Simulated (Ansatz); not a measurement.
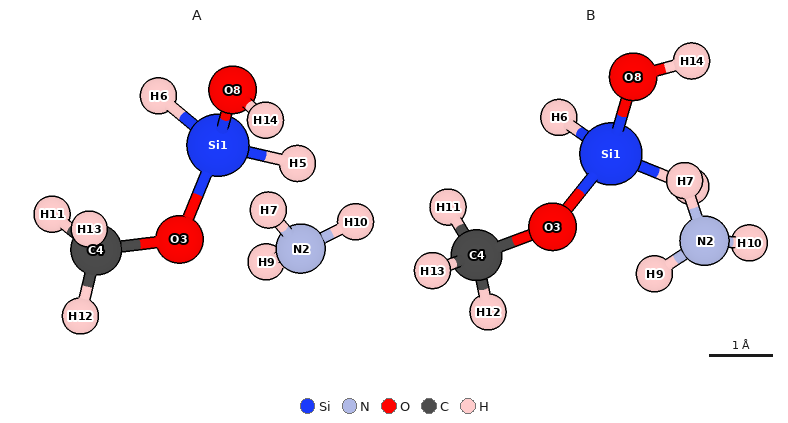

Two geometries of CH9NO2Si, drawn at one scale. One is the start of a relaxation, the other its converged end. A ball-and-stick model, seen from a free direction.

All numbers below come from Ansatz 0.2.0, RKS PBE0-D4/6-31G*. Set-up: no spin polarisation; force threshold 0.03 eV/Å; at most 50 steps.

### Which geometry has the lower energy?

Structure A is the relaxed one. The run prepares an end point of a later path (reaction) calculation, from a guessed geometry. H14 moves most after the best rigid fit: 1.14 Å. By element the largest moves are H 1.14 Å, O 0.99 Å, Si 0.55 Å, C 0.27 Å, N 0.23 Å. Some distances before and after: Si1–O8 1.722 → 1.654 Å, C4–H12 1.105 → 1.093 Å, O3–C4 1.425 → 1.416 Å, Si1–H5 1.493 → 1.485 Å. Bond angles that change, for instance: O3–Si1–H5 113.6° → 103.4°, O3–Si1–H6 105.9° → 110.7°, H7–N2–H9 105.9° → 110.1°. Groups turn about Si1–O8 by about 75°, O3–C4 by about 75°, Si1–O3 by about 60°. Over 20 accepted moves (25 points after the start) the energy falls by 6.03 kcal/mol. The largest force component goes from 1.2 to 0.013 eV/Å. The line search rejected the trial steps at points 2, 6, 12, 21, 24 of the run. The run took 2.2 min on 2 threads of Arm Neoverse N1, on a shared host, peak memory 0.21 GiB.

Limits of the set-up: the start holds two separate molecules, 2.2 Å apart at their closest, whose relative position is a soft coordinate.
